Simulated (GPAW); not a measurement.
# Mo2NOS MXene monolayer in an electric field

Wanted: the out-of-plane polarisability of Mo2NOS MXene monolayer.

Method: GPAW, PAW setups; layer in a repeated cell with vacuum, relaxation of atoms and in-plane cell, in the first sound run; inputs show where later runs differ, in GPAW 26.7.0.

**1. Set-up**

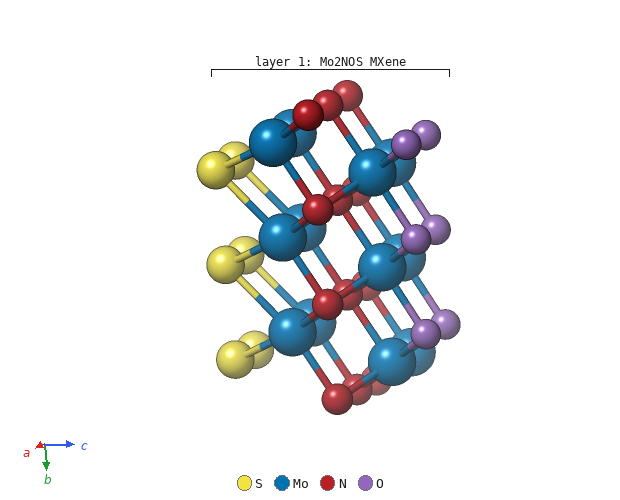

The cell as given, from the side, with the c axis across the page (sulfur yellow, molybdenum blue, nitrogen red, oxygen purple). 2×3×1 cells are drawn. Some periodic images of atoms are drawn too.

The cell holds 5 atoms: 1 S, 2 Mo, 1 N and 1 O. Cell: a = 2.953 Å, b = 2.953 Å, c = 19.201 Å, α = 90.0°, β = 90.0°, γ = 120.0°. Vacuum lies along c.

**2. Relaxing the atoms**

Forces are removed first; all later runs use this geometry.

Input file run.py:

```python
import json
import numpy as np
from ase import Atoms
from ase.filters import FrechetCellFilter
from ase.optimize import BFGS
from gpaw import GPAW, PW

slab = Atoms(
    ['S', 'Mo', 'N', 'Mo', 'O'],
    positions=[
        [-0.00000, 1.70505, 7.00000],
        [1.47662, 0.85253, 8.73980],
        [0.00000, 0.00000, 9.90507],
        [-0.00000, 1.70505, 11.07033],
        [1.47662, 0.85253, 12.20123]],
    cell=[[2.95324, 0.0, 0.0], [-1.47662, 2.55758, 0.0], [0.0, 0.0, 19.2012]],
    pbc=[True, True, True])

slab.calc = GPAW(mode=PW(600), xc='PBE', kpts={'size': (12, 12, 1), 'gamma': True},
                 occupations={'name': 'fermi-dirac', 'width': 0.05}, nbands='160%',
                 convergence={'density': 1e-05}, maxiter=200,
                 symmetry={'tolerance': 1e-3}, txt='slab.txt')
result = {}
# The in-plane cell is free; stress needs a cell that repeats along all three vectors
path = []
opt = BFGS(FrechetCellFilter(slab, mask=[1, 1, 0, 0, 0, 1]), maxstep=0.2)
opt.attach(lambda: path.append((slab.get_potential_energy(), slab.positions.tolist(), slab.get_forces().tolist())))
result['relaxed'] = bool(opt.run(fmax=0.02, steps=45))
result['path'] = path
result['cell'] = slab.cell.tolist()
print('in-plane lattice', slab.cell.cellpar().round(4)[[0, 1, 5]])
energy = slab.get_potential_energy()
fermi = slab.calc.get_fermi_level()
v = slab.calc.get_electrostatic_potential().mean((0, 1)) - fermi
n = slab.calc.get_pseudo_density().mean((0, 1))
L = slab.cell[2, 2]
z = np.arange(len(v)) * L / len(v)
low, high = slab.positions[:, 2].min(), slab.positions[:, 2].max()
below, above = np.interp([low - 4.8, high + 4.8], z, v)
slopes = [np.interp(x, z, np.gradient(v, z)) for x in (low - 4.8, high + 4.8)]
eps = np.array([[slab.calc.get_eigenvalues(k, s) for k in range(len(slab.calc.get_ibz_k_points()))]
                for s in range(slab.calc.get_number_of_spins())]) - fermi
top, bottom = eps[eps < 0].max(), eps[eps > 0].min()
dipole = slab.get_dipole_moment()[2]
print(f'energy {energy:.4f} eV, Fermi level {fermi:.4f} eV, dipole {dipole:.5f} e A')
print(f'potential 4.8 A off the faces, from the Fermi level: lower {below:.4f} eV, upper {above:.4f} eV')
print(f'slope of the potential there: lower {slopes[0]:.5f}, upper {slopes[1]:.5f} eV/A')
print(f'nearest levels on the mesh: {top:.4f} and {bottom:.4f} eV')
print('magnetic moment', round(slab.get_magnetic_moment(), 3))
result.update(energy=energy, fermi=fermi, dipole=dipole, below=below, above=above, slopes=slopes, edges=[top, bottom],
              z=z.tolist(), v=v.tolist(), n=n.tolist(), positions=slab.positions.tolist(),
              forces=slab.get_forces(apply_constraint=False).tolist(), moments=slab.get_magnetic_moments().tolist())
json.dump(result, open('result.json', 'w'))
```

The run is started by

```
> OMP_NUM_THREADS=1 OPENBLAS_NUM_THREADS=1 python run.py
```

What it wrote:

```text
Step          Energy          fmax
BFGS:    0      -42.724055        3.461224
BFGS:    1      -43.005526        2.472314
BFGS:    2      -43.304337        1.575788
BFGS:    3      -43.348660        1.034899
BFGS:    4      -43.403695        0.224736
BFGS:    5      -43.409407        0.296757
BFGS:    6      -43.417976        0.394577
BFGS:    7      -43.423314        0.436495
BFGS:    8      -43.414113        0.354005
BFGS:    9      -43.413567        0.250568
BFGS:   10      -43.408760        0.140767
BFGS:   11      -43.408630        0.112949
BFGS:   12      -43.409127        0.029036
BFGS:   13      -43.409987        0.019998
in-plane lattice [  2.9393   2.9393 120.    ]
energy -43.3961 eV, Fermi level 1.3752 eV, dipole -0.08883 e A
potential 4.8 A off the faces, from the Fermi level: lower 5.4948 eV, upper 5.9397 eV
slope of the potential there: lower -0.11226, upper -0.11124 eV/A
nearest levels on the mesh: -0.0004 and 0.0752 eV
magnetic moment 0.0
```

The job ended after 11 min (1 thread of AMD EPYC 9R14 (Zen 4), shared host; peak memory 0.49 GiB).

This run has no spin polarisation, although Mo can carry a moment.

This step gave:

```
dipole along the normal                    : -0.08883 e·Å
levels nearest the Fermi level on the mesh : -3.60e-4, 0.07524 eV from the Fermi level
```

The electrostatic potential energy of an electron (without an applied field's), less the Fermi level, planar mean oscillates, so the rows of the table below give means over windows of 1.71 Å about each position, cut where the curve ends. Its maxima inside the range that stand out by 2 % of the span (Å: eV): 7.5: -6.13, 9.4: -5.28, 10.4: -7.65, 12.1: -9.58. Its minima: 6.8: -23.0, 8.5: -27.4, 9.9: -14.0, 11.2: -28.0, 12.3: -12.0.

Table of electrostatic potential energy of an electron (without an applied field's), less the Fermi level, planar mean by z; means over each step:

| z (Å) | electrostatic potential energy of an electron (without an applied field's), less the Fermi level, planar mean (eV) |
| --- | --- |
| 0.85 | 5.62 |
| 2.56 | 5.43 |
| 4.28 | 5.19 |
| 5.98 | -3.76 |
| 7.70 | -15.4 |
| 9.41 | -12.3 |
| 11.12 | -17.6 |
| 12.82 | -2.10 |
| 14.54 | 6.20 |
| 16.25 | 6.05 |
| 17.96 | 5.86 |

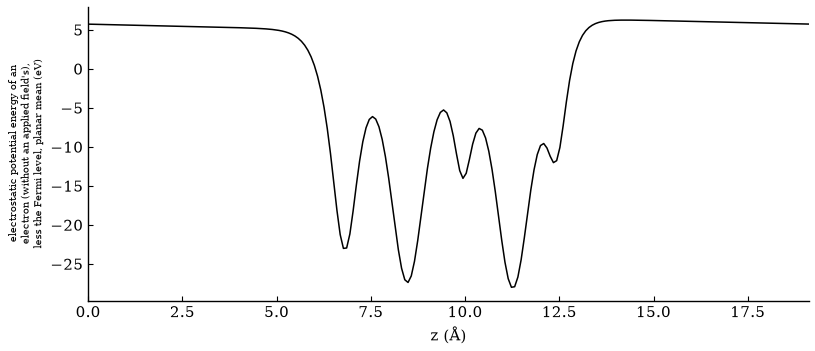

Electrostatic potential energy of an electron (without an applied field's), less the Fermi level, planar mean against z.

The pseudo valence density, planar mean oscillates, so the rows of the table below give means over windows of 2 Å about each position, cut where the curve ends. Its maxima inside the range that stand out by 2 % of the span (Å: e/Å³): 7.2: 0.575, 8.4: 1.83, 9.9: 0.768, 11.3: 1.85, 12.3: 1.01. Its minima: 7.5: 0.522, 9.3: 0.485, 10.5: 0.611, 12.0: 0.784.

Pseudo valence density, planar mean against z; means over each step:

```
z (Å)  pseudo valence density, planar mean (e/Å³)
    2                                      3.9e-6
    4                                     0.00176
    6                                       0.249
    8                                       0.967
   10                                       0.701
   12                                        1.05
   14                                      0.0382
   16                                      2.4e-5
```

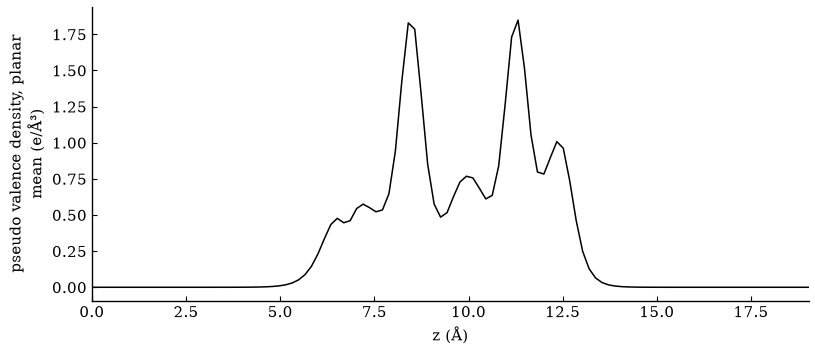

Pseudo valence density, planar mean against z.

The relaxation lowered the energy of the cell by 0.689 eV (energies extrapolated to zero smearing; the optimiser's log prints free energies). The largest force left on a free atom is 0.020 eV/Å.

**3. The slab's potential**

With the geometry fixed, the planar mean of the potential gives the vacuum level on each side.

This step: GPAW, PAW setups; slab in vacuum (GPAW 26.7.0).

The cell differs from the one that the last finished run ended in (c 19.201 → 19.618 Å).

run.py: that of step 2 with these lines changed.

```diff
@@ -3,4 +3,2 @@
 from ase import Atoms
-from ase.filters import FrechetCellFilter
-from ase.optimize import BFGS
 from gpaw import GPAW, PW
@@ -10,23 +8,16 @@
     positions=[
-        [-0.00000, 1.70505, 7.00000],
-        [1.47662, 0.85253, 8.73980],
-        [0.00000, 0.00000, 9.90507],
-        [-0.00000, 1.70505, 11.07033],
-        [1.47662, 0.85253, 12.20123]],
-    cell=[[2.95324, 0.0, 0.0], [-1.47662, 2.55758, 0.0], [0.0, 0.0, 19.2012]],
-    pbc=[True, True, True])
+        [-0.00000, 1.69701, 7.00000],
+        [1.46966, 0.84851, 8.66128],
+        [-0.00000, -0.00000, 10.13573],
+        [-0.00000, 1.69701, 11.46004],
+        [1.46966, 0.84851, 12.61845]],
+    cell=[[2.93931, -0.0, 0.0], [-1.46966, 2.54552, 0.0], [0.0, 0.0, 19.6184]],
+    pbc=[True, True, False])
 
-slab.calc = GPAW(mode=PW(600), xc='PBE', kpts={'size': (12, 12, 1), 'gamma': True},
+slab.calc = GPAW(mode=PW(500), xc='PBE', kpts={'size': (12, 12, 1), 'gamma': True},
                  occupations={'name': 'fermi-dirac', 'width': 0.05}, nbands='160%',
                  convergence={'density': 1e-05}, maxiter=200,
+                 poissonsolver={'dipolelayer': 'xy'},
                  symmetry={'tolerance': 1e-3}, txt='slab.txt')
 result = {}
-# The in-plane cell is free; stress needs a cell that repeats along all three vectors
-path = []
-opt = BFGS(FrechetCellFilter(slab, mask=[1, 1, 0, 0, 0, 1]), maxstep=0.2)
-opt.attach(lambda: path.append((slab.get_potential_energy(), slab.positions.tolist(), slab.get_forces().tolist())))
-result['relaxed'] = bool(opt.run(fmax=0.02, steps=45))
-result['path'] = path
-result['cell'] = slab.cell.tolist()
-print('in-plane lattice', slab.cell.cellpar().round(4)[[0, 1, 5]])
 energy = slab.get_potential_energy()
```

What it wrote:

```text
energy -42.6274 eV, Fermi level 1.2140 eV, dipole -0.05525 e A
potential 4.8 A off the faces, from the Fermi level: lower 5.0762 eV, upper 6.4078 eV
slope of the potential there: lower -0.00067, upper 0.00055 eV/A
nearest levels on the mesh: -0.0033 and 0.0758 eV
magnetic moment 0.0
```

The job ended after 41 s (1 thread; peak memory 0.23 GiB).

Numbers from this step:

| Property | Result |
| --- | --- |
| dipole along the normal | -0.05525 e·Å |
| levels nearest the Fermi level on the mesh | -0.003256, 0.07581 eV from the Fermi level |
| upper work function | 6.408 eV |
| lower work function | 5.076 eV |

The electrostatic potential energy of an electron (without an applied field's), less the Fermi level, planar mean oscillates, so the rows of the table below give means over windows of 1 Å about each position, cut where the curve ends. Its maxima inside the range that stand out by 2 % of the span (Å: eV): 7.8: -6.15, 9.6: -5.30, 10.6: -7.69, 12.2: -9.59. Its minima: 7.0: -23.2, 8.7: -27.3, 10.2: -13.9, 11.5: -28.0, 12.5: -11.9.

The electrostatic potential energy of an electron (without an applied field's), less the Fermi level, planar mean by z; means over each step:

```csv
z (Å),"electrostatic potential energy of an electron (without an applied field's), less the Fermi level, planar mean (eV)"
0,5.33
1,5.08
2,5.08
3,5.08
4,5.07
5,4.91
6,1.35
7,-16.3
8,-12.2
9,-18.4
10,-9.50
11,-17.0
12,-16.2
13,-2.24
14,6.14
15,6.40
16,6.41
17,6.41
18,6.41
19,6.35
```

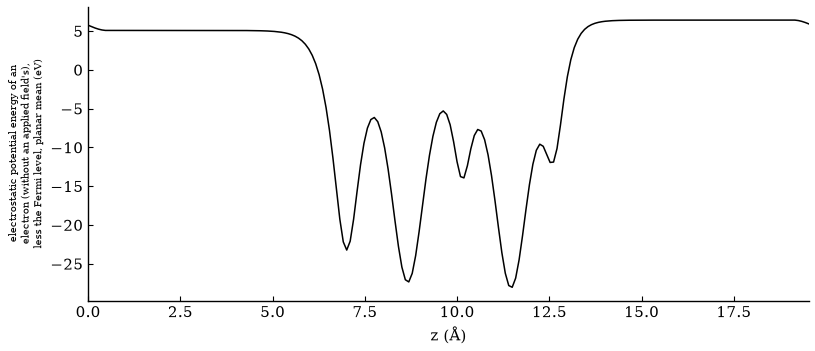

Electrostatic potential energy of an electron (without an applied field's), less the Fermi level, planar mean, plotted against z.

The pseudo valence density, planar mean oscillates, so the rows of the table below give means over windows of 1.12 Å about each position, cut where the curve ends. Its maxima inside the range that stand out by 2 % of the span (Å: e/Å³): 7.5: 0.567, 8.6: 1.83, 10.3: 0.761, 11.4: 1.83, 12.5: 0.999. Its minima: 7.8: 0.523, 9.5: 0.486, 10.7: 0.612, 12.1: 0.769.

Table of pseudo valence density, planar mean by z; means over each step:

```
z (Å)  pseudo valence density, planar mean (e/Å³)
 2.80                                      1.2e-5
 3.92                                      3.4e-4
 5.04                                      0.0113
 6.16                                       0.238
 7.28                                       0.515
 8.40                                        1.22
 9.52                                       0.677
10.64                                       0.779
11.76                                        1.27
12.88                                       0.639
14.00                                      0.0251
15.12                                      3.7e-4
16.24                                      8.8e-6
```

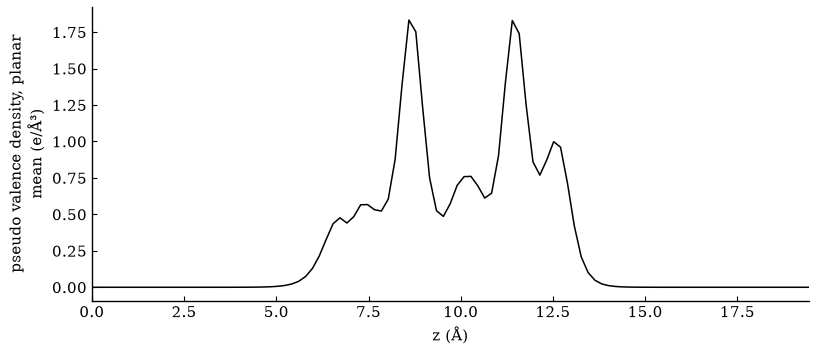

Pseudo valence density, planar mean against z.

Force by atom:

| atom | x (eV/Å) | y (eV/Å) | z (eV/Å) | size |
| --- | --- | --- | --- | --- |
| S1 | 0.0000 | 0.0000 | 0.0036 | 0.0036 |
| Mo2 | 0.0000 | 0.0000 | -0.0216 | 0.0216 |
| N3 | 0.0000 | 0.0000 | -0.0574 | 0.0574 |
| Mo4 | 0.0000 | 0.0000 | 0.0633 | 0.0633 |
| O5 | 0.0000 | 0.0000 | -0.0038 | 0.0038 |

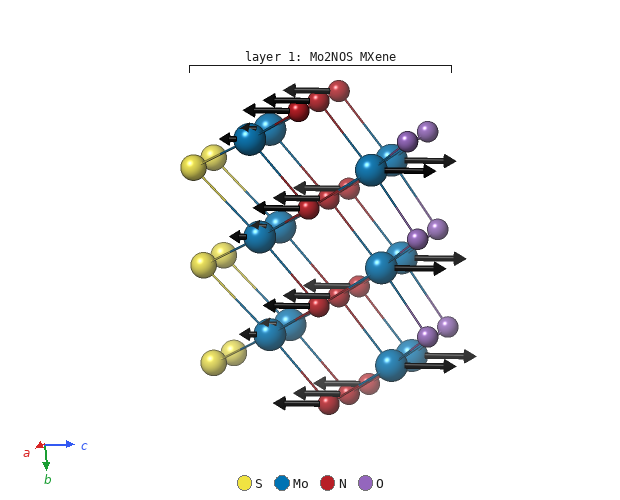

Force as arrows, the longest 0.0633 eV/Å. 2×3×1 cells are drawn. Some periodic images of atoms are drawn too.

The potential is flat to 6.7e-4 eV/Å where it is read, so the vacuum is wide enough.

**4. In a field**

A uniform field along the normal polarises the slab; the atoms stay fixed, so this is the electronic response alone.

run.py: that of step 3 with these lines changed.

```diff
@@ -4,2 +4,3 @@
 from gpaw import GPAW, PW
+from gpaw.external import ConstantElectricField
 
@@ -20,2 +21,3 @@
                  poissonsolver={'dipolelayer': 'xy'},
+                 external=ConstantElectricField(-0.2, [0, 0, 1]),
                  symmetry={'tolerance': 1e-3}, txt='slab.txt')
```

What it wrote:

```text
energy -42.6444 eV, Fermi level 1.2451 eV, dipole -0.11449 e A
potential 4.8 A off the faces, from the Fermi level: lower 4.3066 eV, upper 7.0756 eV
slope of the potential there: lower -0.00067, upper 0.00056 eV/A
nearest levels on the mesh: -0.0024 and 0.0754 eV
magnetic moment 0.0
```

The job ended after 2 min (1 thread; peak memory 0.47 GiB).

Numbers from this step:

- dipole along the normal: -0.1145 e·Å
- levels nearest the Fermi level on the mesh: -0.002397, 0.07542 eV from the Fermi level
- potential below the slab, the applied field's own ramp left out: 4.307 eV from the Fermi level
- potential above the slab, the applied field's own ramp left out: 7.076 eV from the Fermi level

The electrostatic potential energy of an electron (without an applied field's), less the Fermi level, planar mean oscillates, so the rows of the table below give means over windows of 2 Å about each position, cut where the curve ends. Its maxima inside the range that stand out by 2 % of the span (Å: eV): 7.8: -6.55, 9.6: -5.34, 10.6: -7.54, 12.2: -9.11, 19.1: 7.08. Its minima: 7.0: -23.8, 8.7: -27.6, 10.2: -13.9, 11.5: -27.7, 12.5: -11.4.

The electrostatic potential energy of an electron (without an applied field's), less the Fermi level, planar mean by z; means over each step:

```
z (Å)  electrostatic potential energy of an electron (without an applied field's), less the Fermi level, planar mean (eV)
    0                                                                                                                4.57
    2                                                                                                                4.31
    4                                                                                                                4.29
    6                                                                                                               -2.77
    8                                                                                                               -16.9
   10                                                                                                               -10.2
   12                                                                                                               -15.5
   14                                                                                                                6.14
   16                                                                                                                7.07
   18                                                                                                                7.08
```

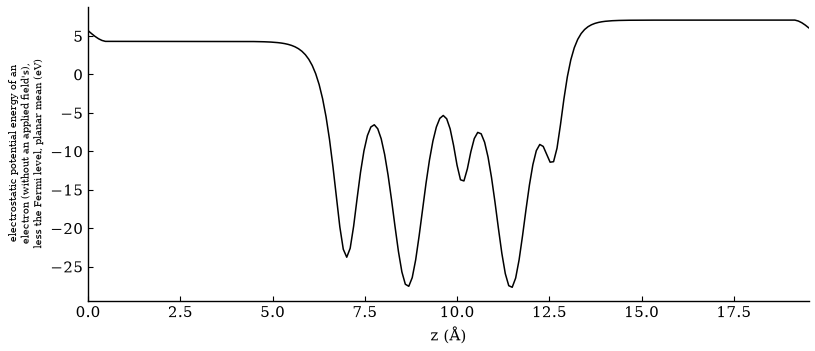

Electrostatic potential energy of an electron (without an applied field's), less the Fermi level, planar mean against z.

Force by atom:

```csv
atom,x (eV/Å),y (eV/Å),z (eV/Å),size
S1,0.0000,0.0001,-0.0047,0.0047
Mo2,-0.0001,0.0000,-0.0101,0.0101
N3,0.0000,0.0000,-0.0561,0.0561
Mo4,-0.0001,0.0001,0.0046,0.0046
O5,0.0007,-0.0005,0.0525,0.0525
```

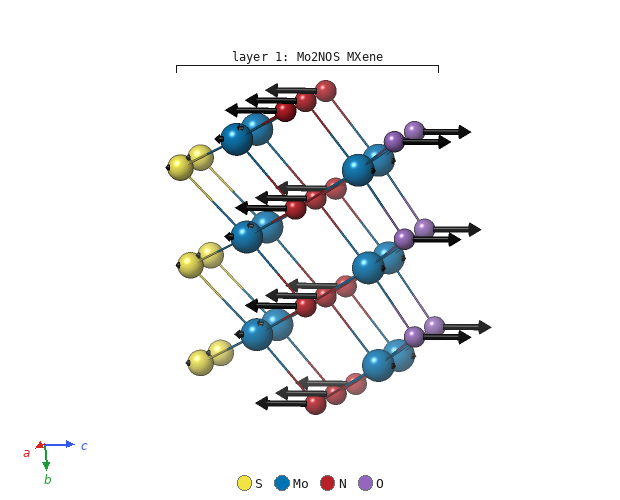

Force as arrows, the longest 0.0561 eV/Å. 2×3×1 cells are drawn. Some periodic images of atoms are drawn too.

The dipole is now -0.114 e Å, against -0.055 in the run without a field.

**5. Field on**

run.py: that of step 4 with these lines changed.

```diff
@@ -21,3 +21,3 @@
                  poissonsolver={'dipolelayer': 'xy'},
-                 external=ConstantElectricField(-0.2, [0, 0, 1]),
+                 external=ConstantElectricField(-0.1, [0, 0, 1]),
                  symmetry={'tolerance': 1e-3}, txt='slab.txt')
```

What it wrote:

```text
energy -42.6344 eV, Fermi level 1.2297 eV, dipole -0.08479 e A
potential 4.8 A off the faces, from the Fermi level: lower 4.6908 eV, upper 6.7416 eV
slope of the potential there: lower -0.00067, upper 0.00056 eV/A
nearest levels on the mesh: -0.0028 and 0.0756 eV
magnetic moment 0.0
```

Wall time 1.7 min (1 thread); peak memory 0.47 GiB.

Numbers from this step:

```yaml
dipole_along_the_normal: -0.08479 e·Å
levels_nearest_the_fermi_level_on_the_mesh: -0.002819, 0.07562 eV from the Fermi level
potential_below_the_slab_the_applied_field_s_own_ramp_left_out: 4.691 eV from the Fermi level
potential_above_the_slab_the_applied_field_s_own_ramp_left_out: 6.742 eV from the Fermi level
```

The electrostatic potential energy of an electron (without an applied field's), less the Fermi level, planar mean oscillates, so the rows of the table below give means over windows of 2 Å about each position, cut where the curve ends. Its maxima inside the range that stand out by 2 % of the span (Å: eV): 7.8: -6.35, 9.6: -5.32, 10.6: -7.62, 12.2: -9.35, 19.1: 6.74. Its minima: 7.0: -23.5, 8.7: -27.5, 10.2: -13.9, 11.5: -27.9, 12.5: -11.7.

Table of electrostatic potential energy of an electron (without an applied field's), less the Fermi level, planar mean by z; means over each step:

| z (Å) | electrostatic potential energy of an electron (without an applied field's), less the Fermi level, planar mean (eV) |
| --- | --- |
| 0 | 4.89 |
| 2 | 4.69 |
| 4 | 4.67 |
| 6 | -2.43 |
| 8 | -16.7 |
| 10 | -10.2 |
| 12 | -15.8 |
| 14 | 5.82 |
| 16 | 6.74 |
| 18 | 6.74 |

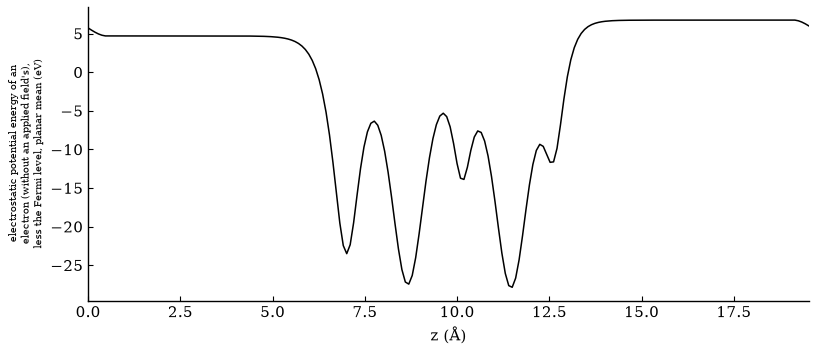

Electrostatic potential energy of an electron (without an applied field's), less the Fermi level, planar mean, plotted against z.

Force by atom:

| atom | x (eV/Å) | y (eV/Å) | z (eV/Å) | size |
| --- | --- | --- | --- | --- |
| S1 | 0.0000 | 0.0001 | -0.0001 | 0.0001 |
| Mo2 | -0.0001 | 0.0000 | -0.0158 | 0.0158 |
| N3 | 0.0000 | 0.0000 | -0.0568 | 0.0568 |
| Mo4 | -0.0001 | 0.0001 | 0.0340 | 0.0340 |
| O5 | 0.0007 | -0.0005 | 0.0239 | 0.0239 |

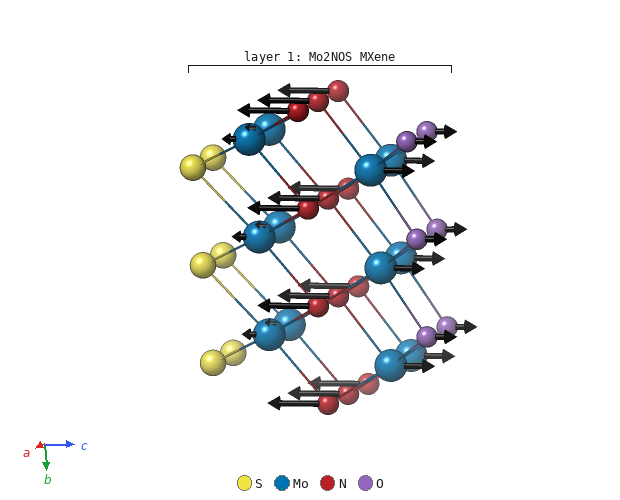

Force as arrows, the longest 0.0568 eV/Å. 2×3×1 cells are drawn. Some periodic images of atoms are drawn too.

The dipole is now -0.0848 e Å, against -0.055 in the run without a field.

(Continued in part 2 of 2.)

[Logs are printed without paths, hosts, clocks, repeated set-up lines and the standing remarks that a program may print on its own settings, such as how far it seeks lower states.]

[Hosts, paths, dates, database ids (printed as entryN), source tags and the programs' standing remarks are cut or masked in the printed files.]
